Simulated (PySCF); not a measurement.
Si(H)(Me)(OMe)(NH2), SMILES C[SiH](OC)N at its PBE0/def2-SVP optimised geometry (Å):

```
14

Si     0.0273     0.0878     0.0000
C      1.8881     0.0878     0.0000
N     -0.5897    -0.6665     1.4230
O     -0.3882    -0.6821    -1.4286
C     -1.7045    -0.9303    -1.8209
H     -0.5737     1.4591     0.0000
H      2.2770     0.5303    -0.9294
H      2.2741    -0.9419     0.0650
H      2.2815     0.6579     0.8548
H     -1.5052    -0.4373     1.7894
H     -0.2956    -1.5926     1.7105
H     -2.2494     0.0014    -2.0677
H     -1.7013    -1.5638    -2.7222
H     -2.2815    -1.4591    -1.0381
```

Method: PBE0/def2-TZVP (PySCF). Cells within 0.4 Å of a nucleus heavier than hydrogen are left out (blank, or x).

Map of the log10 of the electron density (e/bohr³), floored at −4 on the plane z = 1.5 Å:

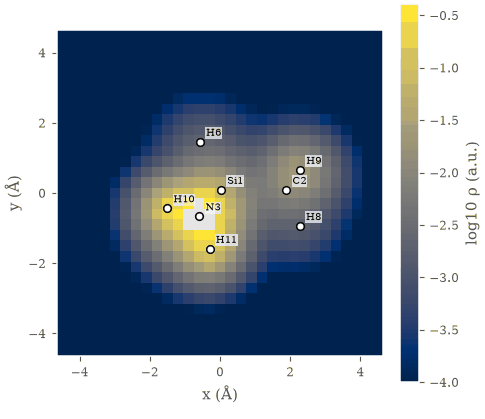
Fig. 1. Log10 of the electron density (e/bohr³), floored at −4 on the plane z = 1.5 Å.
